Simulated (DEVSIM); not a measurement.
Device: Mo/SiO2/p-Si capacitor, at 300 K.

| layer (left to right) | material | thickness (nm) | Na (cm⁻³) |
|---|---|---|---|
| 1 | SiO2 | 40.0 | - |
| 2 | Si | 1700 | 1.1e17 |

Metal gate on the left, work function 4.6 eV. Fixed charge at the semiconductor interface 0 cm⁻² (in units of +e); no interface traps.

Constants are typed, rounded textbook-type inputs, not results; the design itself was drawn at random and stands for no fabricated device. Values at 300 K.

```tsv
parameter	SiO2	Si
gap (eV)	9	1.124
affinity (eV)	0.9	4.05
permittivity	3.9	11.7
Nc (cm⁻³)	-	2.86e19
Nv (cm⁻³)	-	3.1e19
```

DEVSIM, 1D Poisson equation in equilibrium, Boltzmann statistics, complete ionisation; no quantum confinement or tunnelling. Metal contacts follow the ideal Schottky-Mott rule: no Fermi-level pinning, no interface dipoles.

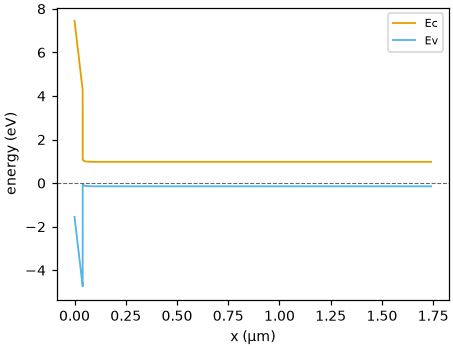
Figure. Band edges at -3.75 V on the gate

Energies count from the Fermi level of the right contact; mesh points crowd at the junctions.

```csv
x (μm),Ec (eV),Ev (eV),n (cm⁻³),p (cm⁻³),field (V/cm)
0.000,7.450,-1.550,< 1e2,< 1e2,-800000
0.001505,7.329,-1.671,< 1e2,< 1e2,-800000
0.004848,7.061,-1.939,< 1e2,< 1e2,-800000
0.01184,6.500,-2.499,< 1e2,< 1e2,-800000
0.02889,5.134,-3.866,< 1e2,< 1e2,-800000
0.03567,4.590,-4.410,< 1e2,< 1e2,-800000
0.03873,4.345,-4.655,< 1e2,< 1e2,-800000
0.04047,1.082,-0.042,< 1e2,6.2e18,-210000
0.04264,1.050,-0.074,< 1e2,1.8e18,-100000
0.04769,1.017,-0.107,230,5.0e17,-42000
0.05880,0.992,-0.132,630,1.8e17,-12000
0.09983,0.979,-0.145,1000,1.1e17,-360
0.1810,0.978,-0.146,1100,1.1e17,≈ 0
0.3703,0.978,-0.146,1100,1.1e17,≈ 0
1.022,0.978,-0.146,1100,1.1e17,≈ 0
1.433,0.978,-0.146,1100,1.1e17,≈ 0
1.609,0.978,-0.146,1100,1.1e17,≈ 0
1.683,0.978,-0.146,1100,1.1e17,≈ 0
1.722,0.978,-0.146,1100,1.1e17,≈ 0
1.733,0.978,-0.146,1100,1.1e17,≈ 0
1.738,0.978,-0.146,1100,1.1e17,≈ 0
1.740,0.978,-0.146,1100,1.1e17,≈ 0
```
